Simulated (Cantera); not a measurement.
A closed system holds: 1 mol B2H6, 0.94 mol H2O, 130 mol H2, equilibrated at 18.0 Pa.

These are equilibrium values from Cantera (NASA tables, ideal gas, pure condensed phases), not measurements of a reactor. Candidate condensed phases: B, B2O3, B3O3H3, H2O; 23 gas species. The feed counts by its element totals alone. The tables' values for BH2 are old estimates; treat these amounts as uncertain. Kinetics and transport are ignored.

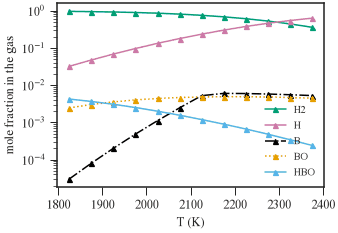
Figure. Equilibrium gas composition (values under 1e-9 drawn at 1e-9)

From 1825 K to 2125 K the condensed part is B(s). From 2175 K to 2375 K nothing is condensed. The main B-bearing gas is HBO at 1825 K and B at 2375 K.
